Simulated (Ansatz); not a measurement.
# Pt (fcc, Cu type): frozen-phonon scan

Relaxed Pt (fcc, Cu type):

```
Pt
1.0
    0.00000     3.97027     3.97027
    1.98513     0.00000     1.98513
    1.98513     1.98513     0.00000
Pt
2
Direct
  0.00000   0.00000   0.00000
  0.50000   0.00000   0.00000
```

A phonon eigenvector at L = (0.5, 0.0, 0.0) is frozen into this cell: atom i moves by Q times the vector below, so Q is the largest atomic displacement, in Å. The cell is held. It is one choice among 2 degenerate patterns. (q is in reciprocal vectors of the primitive cell; the cell shown is doubled to hold the pattern.)

```tsv
atom	x	y	z
Pt1	0.285	-0.520	0.805
Pt2	-0.285	0.520	-0.805
```

Method: PBE (plane waves to 420 eV, PAW, scalar-relativistic; Ansatz, an electronic-structure program). k mesh 10×20×20 (Γ-centred), Fermi-Dirac smearing 0.05 eV. Energies are smeared free energies. With partly filled bands, energies and forces of such displacements shift with the k mesh and the smearing. Pt is run without spin polarisation. Pt was relaxed with its symmetry unable to fall. Spin-orbit coupling is left out, though Pt is heavy. ΔE is measured from the undisplaced structure.

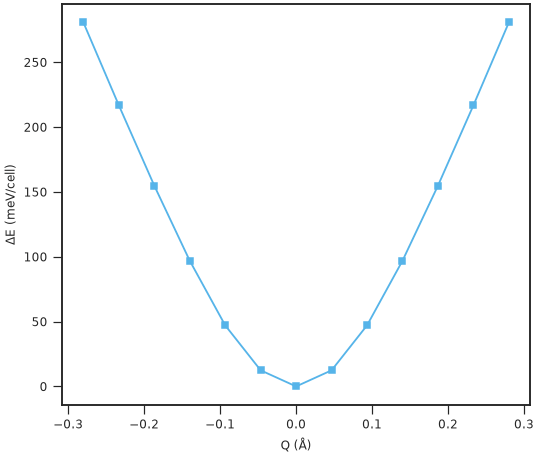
ΔE (meV/cell) against Q (Å); markers are the computed points, lines only join them.

The energy at Q = 0.280 Å comes out as 281 meV/cell. Harmonic wavenumber from the curvature (finite differences): 90 cm⁻¹. Wavenumber by perturbation theory (DFPT, on another k mesh): 90 cm⁻¹. Shape of the curve: a single well with its minimum at or next to zero displacement. Space group of the distorted cell: P-1 (No. 2), lowered from Fm-3m.

E″ = 11.61 eV/Å², M = Σ mᵢ|uᵢ|² = 390.2 u, ν̃ = 521.5·√(|E″|/M).

(For displaced atoms, the force is minus the slope of the energy, and its curvature is a force constant, which sets phonon frequencies.)
